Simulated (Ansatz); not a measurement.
# CH2B2ClF: a spread of methods and bases

How do the results and run time of CH2B2ClF respond when the settings are drawn wide?

The runs use Ansatz 0.2.0, Gaussian basis; the settings change from run to run.

### 1 The relaxed structure

An earlier PBE0-D4 in a triple-zeta def2 set relaxation fixed the geometry.

SMILES `FB1CB1Cl`, 7 atoms, charge 0, spin multiplicity 1.

Atoms are counted from 1 here; the program's logs count them from 0.

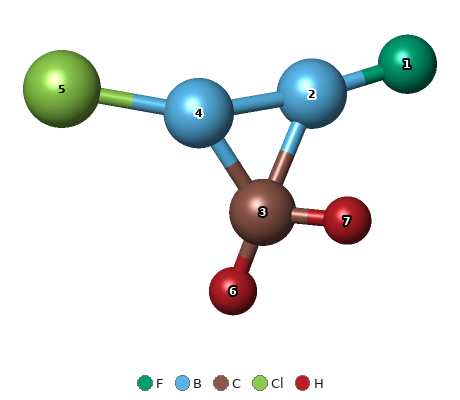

The structure; fluorine teal, boron blue, carbon brown, chlorine green, hydrogen red; atoms are numbered from 1 in the order of the file.

Coordinates:

```
F    -0.57093   -2.13639    0.43429
B    -0.47879   -0.91864   -0.02217
C     0.55400    0.28698    0.35482
B    -0.40662    0.43241   -0.78659
Cl   -1.16316    1.81339   -1.50356
H     0.93912    1.06808    1.00716
H     1.18767   -0.61383    0.47033
```

### 2 B3LYP/STO-3G

This run has a grid of angular degree 11, D3(BJ) dispersion, the search for lower states set to full.

The input, in.yaml:

```yaml
crystal:
  periodic: [false, false, false]
  atoms:
    - {symbol: F, position_ang: [-0.570929, -2.136388, 0.434292]}
    - {symbol: B, position_ang: [-0.478789, -0.918640, -0.022168]}
    - {symbol: C, position_ang: [0.553996, 0.286979, 0.354824]}
    - {symbol: B, position_ang: [-0.406615, 0.432407, -0.786587]}
    - {symbol: Cl, position_ang: [-1.163158, 1.813391, -1.503557]}
    - {symbol: H, position_ang: [0.939125, 1.068082, 1.007162]}
    - {symbol: H, position_ang: [1.187669, -0.613831, 0.470334]}
basis:
  gaussian: {orbitals: STO-3G, final_grid: {core_spheres: 5, valence_spheres: 4, degree: 11}}
hamiltonian: {xc: {name: B3LYP}, dispersion: d3bj}
scf: {lower_state_search: full}
```

Run with:

```console
> ansatz run in.yaml --threads 2 --pin off --events-out ev --progress --plain --max-ram 4352MiB
```

What it wrote:

```text
Functional definition: B3LYP
  name "B3LYP"
  cite "Stephens, Devlin, Chabalowski & Frisch, J. Phys. Chem. 98, 11623 (1994) doi:10.1021/j100096a001"
  cite "Becke, Phys. Rev. A 38, 3098 (1988) doi:10.1103/PhysRevA.38.3098"
  cite "Lee, Yang & Parr, Phys. Rev. B 37, 785 (1988) doi:10.1103/PhysRevB.37.785"
  cite "Vosko, Wilk & Nusair, Can. J. Phys. 58, 1200 (1980) doi:10.1139/p80-159"
  parameter a0 = 0.2
  parameter ax = 0.72
  parameter ac = 0.81
  exchange = (1 - a0 - ax)*slater_x + ax*b88_x + a0*exact_x
  correlation = (1 - ac)*vwn_rpa_c + ac*lyp_c
400 factors; integrals over basis functions are off by at most 1.0e-4 eV
mean field evaluation 1: about -17455.2111 eV, gradient 1.4e1 eV
mean field evaluation 2: about -17455.1672 eV, gradient 1.4e1 eV
mean field evaluation 4: about -17455.9613 eV, gradient 2.4e0 eV
mean field evaluation 8: about -17455.9816 eV, gradient 4.8e-2 eV
mean field -17455.98156932 eV, -641.4954905833 hartree, gradient 3.3e-5 eV, S^2 0.000000; 0 other end points of the search recorded, 0 dependent functions left out
reference -17455.98180849 eV, -641.4954993727 hartree; 22, 22 occupied and 9, 9 virtual orbitals, 400 factors
Total energy: -17456.21935964 eV, -641.5042292165 hartree
```

It took 0.25 s on 2 threads of Arm Neoverse V1, shared host.

### 3 RPA/aug-cc-pVTZ

Options: high accuracy.

Edit in.yaml of step 2 so:

```diff
@@ -11,4 +11,5 @@
 basis:
-  gaussian: {orbitals: STO-3G, final_grid: {core_spheres: 5, valence_spheres: 4, degree: 11}}
-hamiltonian: {xc: {name: B3LYP}, dispersion: d3bj}
-scf: {lower_state_search: full}
+  gaussian: {orbitals: aug-cc-pVTZ}
+hamiltonian: {xc: {name: HF}}
+correlation: {method: rpa}
+accuracy: high
```

Same command.

What it wrote:

```text
Functional definition: HF
  name "HF"
  cite "Fock, Z. Phys. 61, 126 (1930) doi:10.1007/BF01340294"
  parent pbe
  exchange = exact_x
  correlation = 0
4066 factors; integrals over basis functions are off by at most 3.4e-9 eV
mean field evaluation 1: about -17614.1336 eV, gradient 3.7e1 eV
mean field evaluation 2: about -17614.2848 eV, gradient 3.7e1 eV
mean field evaluation 4: about -17617.6799 eV, gradient 3.5e0 eV
mean field evaluation 8: about -17617.7472 eV, gradient 3.1e-1 eV
mean field evaluation 16: about -17617.7480 eV, gradient 2.3e-8 eV
mean field -17617.74799513 eV, -647.4402970825 hartree, gradient 5.5e-8 eV, S^2 0.000000; 0 other end points of the search recorded, 0 dependent functions left out
9 core orbitals not correlated: weight in the atoms' cores, before any rotation towards them, 1.000 or more for the frozen orbitals, at most 0.000 for the correlated occupied ones
reference -17617.74799513 eV, -647.4402970825 hartree; 13, 13 occupied and 258, 258 virtual orbitals, 4066 factors
Total energy: -17643.54455138 eV, -648.3883030393 hartree
```

It took 47 s on 2 threads of Arm Neoverse V1, shared host; peak memory 2.2 GiB.

### 4 B3LYP5/6-31++G**

Set apart from the defaults: charge -1, multiplicity 2, atoms shaken by 0.08 Å, high accuracy, the search for lower states set to light.

The input, in.yaml:

```yaml
crystal:
  periodic: [false, false, false]
  atoms:
    - {symbol: F, position_ang: [-0.515160, -2.084745, 0.472583]}
    - {symbol: B, position_ang: [-0.342317, -1.039159, -0.150404]}
    - {symbol: C, position_ang: [0.476735, 0.191926, 0.393657]}
    - {symbol: B, position_ang: [-0.453575, 0.504218, -0.663964]}
    - {symbol: Cl, position_ang: [-1.094436, 1.785135, -1.540789]}
    - {symbol: H, position_ang: [0.990068, 0.914716, 1.088651]}
    - {symbol: H, position_ang: [1.036742, -0.537577, 0.460684]}
basis:
  gaussian: {orbitals: "6-31++G**"}
total_charge: -1
magnetization: {spin_polarized: true, initial_magnetization: 1}
hamiltonian: {xc: {name: B3LYP5}}
accuracy: high
scf: {lower_state_search: light}
output: {forces: true}
```

Same command.

What it wrote, shortened:

```text
Functional definition: B3LYP5
  name "B3LYP5"
  cite "Stephens, Devlin, Chabalowski & Frisch, J. Phys. Chem. 98, 11623 (1994) doi:10.1021/j100096a001"
  cite "Becke, Phys. Rev. A 38, 3098 (1988) doi:10.1103/PhysRevA.38.3098"
  cite "Lee, Yang & Parr, Phys. Rev. B 37, 785 (1988) doi:10.1103/PhysRevB.37.785"
  cite "Vosko, Wilk & Nusair, Can. J. Phys. 58, 1200 (1980) doi:10.1139/p80-159"
[...]
2226 factors; integrals over basis functions are off by at most 3.9e-9 eV
[...]
mean field -17655.70928601 eV, -648.8353487913 hartree, gradient 3.8e-8 eV, S^2 0.751602; 10 other end points of the search recorded, 0 dependent functions left out
[...]
reference -17655.70931657 eV, -648.8353499142 hartree; 23, 22 occupied and 88, 89 virtual orbitals, 2226 factors
Total energy: -17655.70931657 eV, -648.8353499142 hartree
Atom 0 at    -0.515160    -2.084745     0.472583 Å, force    -1.227528    -5.981621     2.765718 eV/Å
Atom 1 at    -0.342317    -1.039159    -0.150404 Å, force    -0.996690     5.654371    -3.601023 eV/Å
Atom 2 at     0.476735     0.191926     0.393657 Å, force    -2.558323    10.020334     1.462411 eV/Å
Atom 3 at    -0.453575     0.504218    -0.663964 Å, force     0.321727    -4.224505    -0.083164 eV/Å
Atom 4 at    -1.094436     1.785135    -1.540789 Å, force    -1.083288     2.188101    -1.046817 eV/Å
Atom 5 at     0.990068     0.914716     1.088651 Å, force    -0.574139    -0.249755    -0.040779 eV/Å
Atom 6 at     1.036742    -0.537577     0.460684 Å, force     6.118242    -7.406925     0.543654 eV/Å
Dipole moment:    -0.975372     0.612808    -0.656078 e Å
```

Wall time 44 s (2 threads of Arm Neoverse V1, shared host); peak memory 0.66 GiB.

Largest force 10.445 eV/Å, ⟨S²⟩ 0.752.

### 5 PBE0-DH/6-31G

Options: high accuracy.

The input, in.yaml:

```yaml
crystal:
  periodic: [false, false, false]
  atoms:
    - {symbol: F, position_ang: [-0.570929, -2.136388, 0.434292]}
    - {symbol: B, position_ang: [-0.478789, -0.918640, -0.022168]}
    - {symbol: C, position_ang: [0.553996, 0.286979, 0.354824]}
    - {symbol: B, position_ang: [-0.406615, 0.432407, -0.786587]}
    - {symbol: Cl, position_ang: [-1.163158, 1.813391, -1.503557]}
    - {symbol: H, position_ang: [0.939125, 1.068082, 1.007162]}
    - {symbol: H, position_ang: [1.187669, -0.613831, 0.470334]}
basis:
  gaussian: {orbitals: 6-31G}
hamiltonian: {xc: {name: PBE0-DH}}
accuracy: high
output: {forces: true}
```

Launched as before.

What it wrote, shortened:

```text
Functional definition: PBE0-DH
  name "PBE0-DH"
  cite "Brémond & Adamo, J. Chem. Phys. 135, 024106 (2011) doi:10.1063/1.3604569"
  cite "Perdew, Burke & Ernzerhof, Phys. Rev. Lett. 77, 3865 (1996) doi:10.1103/PhysRevLett.77.3865"
[...]
1257 factors; integrals over basis functions are off by at most 3.9e-9 eV
[...]
mean field -17645.86153042 eV, -648.4734504483 hartree, gradient 4.7e-8 eV, S^2 0.000000; 0 other end points of the search recorded, 0 dependent functions left out
9 core orbitals not correlated: weight in the atoms' cores, before any rotation towards them, 1.000 or more for the frozen orbitals, at most 0.000 for the correlated occupied ones
reference -17645.86153163 eV, -648.4734504929 hartree; 13, 13 occupied and 31, 31 virtual orbitals, 1257 factors
second order -12.50549680 eV of doubles, -0.00000000 eV of singles
[...]
Total energy: -17647.42471873 eV, -648.5308965592 hartree
Atom 0 at    -0.570929    -2.136388     0.434292 Å, force    -0.137692    -1.892852     0.609074 eV/Å
Atom 1 at    -0.478789    -0.918640    -0.022168 Å, force    -0.401411     1.786321    -0.584006 eV/Å
Atom 2 at     0.553996     0.286979     0.354824 Å, force     0.344981     0.015917     0.312555 eV/Å
Atom 3 at    -0.406615     0.432407    -0.786587 Å, force     0.550501    -0.834214     0.227912 eV/Å
Atom 4 at    -1.163158     1.813391    -1.503557 Å, force    -0.527667     0.845243    -0.458316 eV/Å
Atom 5 at     0.939125     1.068082     1.007162 Å, force    -0.138600    -0.080589    -0.080116 eV/Å
Atom 6 at     1.187669    -0.613831     0.470334 Å, force     0.309889     0.160174    -0.027102 eV/Å
Dipole moment:     0.334629    -0.113787     0.313104 e Å
```

Run time: 8.5 s. Hardware: 2 threads of Arm Neoverse V1, shared host.

Largest force 1.993 eV/Å, dipole 2.27 D.

### 6 B3LYP/6-31++G**

Set apart from the defaults: multiplicity 3.

Edit in.yaml of step 5 so:

```diff
@@ -11,5 +11,4 @@
 basis:
-  gaussian: {orbitals: 6-31G}
-hamiltonian: {xc: {name: PBE0-DH}}
-accuracy: high
-output: {forces: true}
+  gaussian: {orbitals: "6-31++G**"}
+magnetization: {spin_polarized: true, initial_magnetization: 2}
+hamiltonian: {xc: {name: B3LYP}}
```

Same command.

What it wrote, shortened:

```text
Functional definition: B3LYP
  name "B3LYP"
  cite "Stephens, Devlin, Chabalowski & Frisch, J. Phys. Chem. 98, 11623 (1994) doi:10.1021/j100096a001"
  cite "Becke, Phys. Rev. A 38, 3098 (1988) doi:10.1103/PhysRevA.38.3098"
  cite "Lee, Yang & Parr, Phys. Rev. B 37, 785 (1988) doi:10.1103/PhysRevB.37.785"
  cite "Vosko, Wilk & Nusair, Can. J. Phys. 58, 1200 (1980) doi:10.1139/p80-159"
[...]
1069 factors; their error is unknown
[...]
mean field -17659.15189289 eV, -648.9618622605 hartree, gradient 2.9e-5 eV, S^2 2.003977; 2 other end points of the search recorded, 0 dependent functions left out
reference -17659.15220431 eV, -648.9618737053 hartree; 23, 21 occupied and 88, 90 virtual orbitals, 1069 factors
Total energy: -17659.15220431 eV, -648.9618737053 hartree
```

Wall time 5.5 s (2 threads of Arm Neoverse V1, shared host); peak memory 0.28 GiB.

⟨S²⟩ 2.004.

### 7 wB97X/cc-pVDZ

Set apart from the defaults: density fitting with def2-universal-jkfit.

Edit in.yaml of step 6 so:

```diff
@@ -11,4 +11,3 @@
 basis:
-  gaussian: {orbitals: "6-31++G**"}
-magnetization: {spin_polarized: true, initial_magnetization: 2}
-hamiltonian: {xc: {name: B3LYP}}
+  gaussian: {orbitals: cc-pVDZ, fitting: {mean_field: def2-universal-jkfit}}
+hamiltonian: {xc: {name: wB97X}}
```

Same command.

What it wrote, shortened:

```text
Functional definition: wB97X
  name "wB97X"
  cite "Chai & Head-Gordon, J. Chem. Phys. 128, 084106 (2008) doi:10.1063/1.2834918"
  cite "Becke, J. Chem. Phys. 107, 8554 (1997) doi:10.1063/1.475007"
[...]
  # The coefficients of nought are those of the uniform gas.
[...]
      + exact_x_lr(omega)
[...]
      + integral(e_c_pw_opposite_spin*poly(b97_u_opposite, 1, cos1, cos2, cos3, cos4))
466 factors; integrals over basis functions are off by at most 2.3e-1 eV
466 factors; integrals over basis functions are off by at most 3.5e-7 eV
[...]
mean field -17661.10469342 eV, -649.0336263564 hartree, gradient 6.0e-5 eV, S^2 0.000000; 0 other end points of the search recorded, 0 dependent functions left out
reference -17661.10466830 eV, -649.0336254335 hartree; 22, 22 occupied and 62, 62 virtual orbitals, 466 factors
Total energy: -17661.10466830 eV, -649.0336254335 hartree
```

It took 2.8 s on 2 threads of Arm Neoverse V1, shared host.

### 8 wPBEh/def2-TZVPP

Set apart from the defaults: atoms shaken by 0.03 Å, the search for lower states set to off.

The input, in.yaml:

```yaml
crystal:
  periodic: [false, false, false]
  atoms:
    - {symbol: F, position_ang: [-0.581783, -2.152942, 0.436714]}
    - {symbol: B, position_ang: [-0.449470, -0.842460, -0.025589]}
    - {symbol: C, position_ang: [0.550822, 0.307791, 0.366984]}
    - {symbol: B, position_ang: [-0.394051, 0.444272, -0.761871]}
    - {symbol: Cl, position_ang: [-1.194331, 1.908423, -1.501848]}
    - {symbol: H, position_ang: [0.852666, 1.030684, 1.019010]}
    - {symbol: H, position_ang: [1.202873, -0.608913, 0.488945]}
basis:
  gaussian: {orbitals: def2-TZVPP}
hamiltonian: {xc: {name: wPBEh}}
scf: {lower_state_search: off}
output: {forces: true}
```

Same command.

What it wrote, shortened:

```text
Functional definition: wPBEh
  name "wPBEh"
  cite "Heyd, Scuseria & Ernzerhof, J. Chem. Phys. 118, 8207 (2003) doi:10.1063/1.1564060"
  cite "Krukau, Vydrov, Izmaylov & Scuseria, J. Chem. Phys. 125, 224106 (2006) doi:10.1063/1.2404663"
  cite "Heyd & Scuseria, J. Chem. Phys. 120, 7274 (2004) doi:10.1063/1.1668634"
  cite "Ernzerhof & Perdew, J. Chem. Phys. 109, 3313 (1998) doi:10.1063/1.476928"
  cite "Perdew, Burke & Ernzerhof, Phys. Rev. Lett. 77, 3865 (1996) doi:10.1103/PhysRevLett.77.3865"
  parent pbe
[...]
1117 factors; their error is unknown
86 factors; integrals over basis functions are off by at most 2.7e-7 eV
[...]
mean field -17655.25020892 eV, -648.8184780193 hartree, gradient 1.5e-6 eV, S^2 0.000000; 0 other end points of the search recorded, 0 dependent functions left out
[...]
reference -17655.25024817 eV, -648.8184794617 hartree; 22, 22 occupied and 172, 172 virtual orbitals, 1117 factors
Total energy: -17655.25024817 eV, -648.8184794617 hartree
Atom 0 at    -0.581783    -2.152942     0.436714 Å, force     0.348500     2.865880    -0.980635 eV/Å
Atom 1 at    -0.449470    -0.842460    -0.025589 Å, force    -0.581896    -4.964228     1.768804 eV/Å
Atom 2 at     0.550822     0.307791     0.366984 Å, force     0.014485    -2.165122    -1.000702 eV/Å
Atom 3 at    -0.394051     0.444272    -0.761871 Å, force    -1.127637     3.223974    -2.195259 eV/Å
Atom 4 at    -1.194331     1.908423    -1.501848 Å, force     0.831395    -1.443932     0.769657 eV/Å
Atom 5 at     0.852666     1.030684     1.019010 Å, force     0.975326     1.990844     1.681347 eV/Å
Atom 6 at     1.202873    -0.608913     0.488945 Å, force    -0.460172     0.492583    -0.043211 eV/Å
Dipole moment:     0.370253     0.002572     0.294585 e Å
Checks for a lower state left out: stability, starts, cluster_reference, orbital_swaps, neighbouring_geometries, increment
```

Wall time 3.9 s (2 threads of Arm Neoverse V1, shared host); peak memory 0.41 GiB.

Largest force 5.302 eV/Å, dipole 2.27 D.

### 9 wB97X-V/aug-cc-pVTZ

Options: unrestricted orbitals, a grid of angular degree 11.

The input, in.yaml:

```yaml
crystal:
  periodic: [false, false, false]
  atoms:
    - {symbol: F, position_ang: [-0.570929, -2.136388, 0.434292]}
    - {symbol: B, position_ang: [-0.478789, -0.918640, -0.022168]}
    - {symbol: C, position_ang: [0.553996, 0.286979, 0.354824]}
    - {symbol: B, position_ang: [-0.406615, 0.432407, -0.786587]}
    - {symbol: Cl, position_ang: [-1.163158, 1.813391, -1.503557]}
    - {symbol: H, position_ang: [0.939125, 1.068082, 1.007162]}
    - {symbol: H, position_ang: [1.187669, -0.613831, 0.470334]}
basis:
  gaussian: {orbitals: aug-cc-pVTZ, final_grid: {core_spheres: 5, valence_spheres: 4, degree: 11}}
magnetization: {spin_polarized: true, initial_magnetization: 0}
hamiltonian: {xc: {name: wB97X-V}}
output: {forces: true}
```

Same command.

What it wrote, shortened:

```text
Functional definition: wB97X-V
  name "wB97X-V"
  cite "Mardirossian & Head-Gordon, Phys. Chem. Chem. Phys. 16, 9904 (2014) doi:10.1039/C3CP54374A"
  cite "Becke, J. Chem. Phys. 107, 8554 (1997) doi:10.1063/1.475007"
  cite "Vydrov & Van Voorhis, J. Chem. Phys. 133, 244103 (2010) doi:10.1063/1.3521275"
[...]
      + integral(e_c_pw_opposite_spin*poly(b97_u_opposite, cos0, cos1)) + vv10(b, c)
1354 factors; their error is unknown
451 factors; integrals over basis functions are off by at most 2.1e-5 eV
[...]
mean field -17661.13038318 eV, -649.0345704377 hartree, gradient 6.6e-5 eV, S^2 0.000000; 0 other end points of the search recorded, 0 dependent functions left out
[...]
reference -17661.13038018 eV, -649.0345703276 hartree; 22, 22 occupied and 258, 258 virtual orbitals, 1354 factors
Total energy: -17661.13038018 eV, -649.0345703276 hartree
Atom 0 at    -0.570929    -2.136388     0.434292 Å, force    -0.027489    -0.254635     0.109418 eV/Å
Atom 1 at    -0.478789    -0.918640    -0.022168 Å, force    -0.023892     0.149168    -0.121411 eV/Å
Atom 2 at     0.553996     0.286979     0.354824 Å, force     0.163674     0.068767     0.174255 eV/Å
Atom 3 at    -0.406615     0.432407    -0.786587 Å, force     0.020666    -0.149165     0.026354 eV/Å
Atom 4 at    -1.163158     1.813391    -1.503557 Å, force    -0.102277     0.193929    -0.127639 eV/Å
Atom 5 at     0.939125     1.068082     1.007162 Å, force    -0.017187    -0.013938    -0.011995 eV/Å
Atom 6 at     1.187669    -0.613831     0.470334 Å, force    -0.013495     0.005874    -0.048983 eV/Å
Dipole moment:     0.274889    -0.087351     0.268239 e Å
```

It took 20 s on 2 threads of Arm Neoverse V1, shared host; peak memory 1.2 GiB.

Largest force 0.279 eV/Å, dipole 1.89 D, ⟨S²⟩ 0.000.

### 10 B2GP-PLYP/def2-SVP

Set apart from the defaults: relativity set to scalar.

Edit in.yaml of step 9 so:

```diff
@@ -11,5 +11,4 @@
 basis:
-  gaussian: {orbitals: aug-cc-pVTZ, final_grid: {core_spheres: 5, valence_spheres: 4, degree: 11}}
-magnetization: {spin_polarized: true, initial_magnetization: 0}
-hamiltonian: {xc: {name: wB97X-V}}
+  gaussian: {orbitals: def2-SVP}
+hamiltonian: {xc: {name: B2GP-PLYP}, pseudopotentials: {relativity: scalar}}
 output: {forces: true}
```

Same command.

What it wrote, shortened:

```text
Functional definition: B2GP-PLYP
  name "B2GP-PLYP"
  cite "Karton, Tarnopolsky, Lamère, Schatz & Martin, J. Phys. Chem. A 112, 12868 (2008) doi:10.1021/jp801805p"
  cite "Becke, Phys. Rev. A 38, 3098 (1988) doi:10.1103/PhysRevA.38.3098"
  cite "Lee, Yang & Parr, Phys. Rev. B 37, 785 (1988) doi:10.1103/PhysRevB.37.785"
[...]
823 factors; integrals over basis functions are off by at most 1.0e-3 eV
[...]
mean field -17672.71236710 eV, -649.4602004962 hartree, gradient 5.5e-6 eV, S^2 0.000000; 0 other end points of the search recorded, 0 dependent functions left out
9 core orbitals not correlated: weight in the atoms' cores, before any rotation towards them, 1.000 or more for the frozen orbitals, at most 0.000 for the correlated occupied ones
reference -17672.71246755 eV, -649.4602041877 hartree; 13, 13 occupied and 62, 62 virtual orbitals, 823 factors
second order -19.36517797 eV of doubles, -0.00000000 eV of singles
[...]
Total energy: -17679.68393162 eV, -649.7164007668 hartree
Relativity: scalar
Atom 0 at    -0.570929    -2.136388     0.434292 Å, force    -0.013365    -0.253461     0.090526 eV/Å
Atom 1 at    -0.478789    -0.918640    -0.022168 Å, force    -0.093545    -0.182646     0.092860 eV/Å
Atom 2 at     0.553996     0.286979     0.354824 Å, force     0.166930     0.011453     0.118100 eV/Å
Atom 3 at    -0.406615     0.432407    -0.786587 Å, force    -0.029317     0.114088    -0.305840 eV/Å
Atom 4 at    -1.163158     1.813391    -1.503557 Å, force    -0.119173     0.237338    -0.110518 eV/Å
Atom 5 at     0.939125     1.068082     1.007162 Å, force     0.048471     0.169757     0.133775 eV/Å
Atom 6 at     1.187669    -0.613831     0.470334 Å, force     0.039998    -0.096529    -0.018904 eV/Å
Dipole moment:     0.258714    -0.052576     0.259371 e Å
```

It took 4.2 s on 2 threads of Arm Neoverse V1, shared host.

Largest force 0.328 eV/Å, dipole 1.78 D.

### 11 The runs in one table

```
              level  charge  multiplicity  geometry  functions  energy (eV)    time
       B3LYP/STO-3G       0             1   relaxed         31   -17456.219  0.25 s
    RPA/aug-cc-pVTZ       0             1   relaxed        280   -17643.545    47 s
   B3LYP5/6-31++G**      -1             2    shaken        111   -17655.709    44 s
      PBE0-DH/6-31G       0             1   relaxed         53   -17647.425   8.5 s
    B3LYP/6-31++G**       0             3   relaxed        111   -17659.152   5.5 s
      wB97X/cc-pVDZ       0             1   relaxed         84   -17661.105   2.8 s
   wPBEh/def2-TZVPP       0             1    shaken        194   -17655.250   3.9 s
wB97X-V/aug-cc-pVTZ       0             1   relaxed        280   -17661.130    20 s
 B2GP-PLYP/def2-SVP       0             1   relaxed         84   -17679.684   4.2 s
```

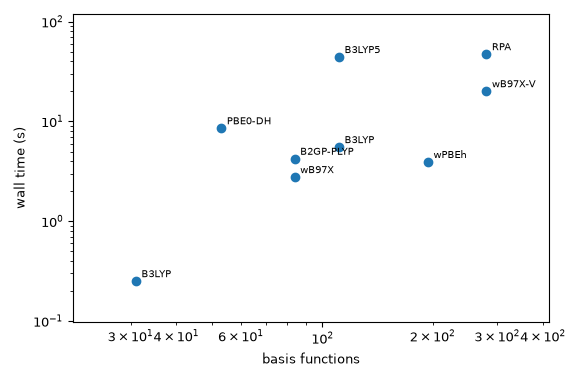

Wall time against the number of basis functions (shared host).

### 12 Summary of results

| quantity | value |
| --- | --- |
| runs | 9 |
| quickest | B3LYP/STO-3G, 0.25 s |
| slowest | RPA/aug-cc-pVTZ, 47 s |
| spread of total energies, same state and geometry | 223.5 eV |
| dipole, same state and geometry | 1.78 to 2.27 D |

Run time spans a factor of 188, from B3LYP/STO-3G to RPA/aug-cc-pVTZ. The jobs differ in tasks and options as well as level. Total energies at one charge and spin differ by 223 eV between levels, so only differences within one level mean anything. Some of these runs are scalar-relativistic and others not, which shifts the totals of all-electron atoms past neon by eV; core potentials, where a basis has them, take the core out of the total altogether. At the PBE0-D4/def2-TZVP geometry and in the same state, runs without warnings or point charges leave forces up to 1.99 eV/Å (PBE0-DH/6-31G), against 5.3 eV/Å where the atoms were moved. At that geometry and state the dipole changes by 28 % between the lowest and highest value.
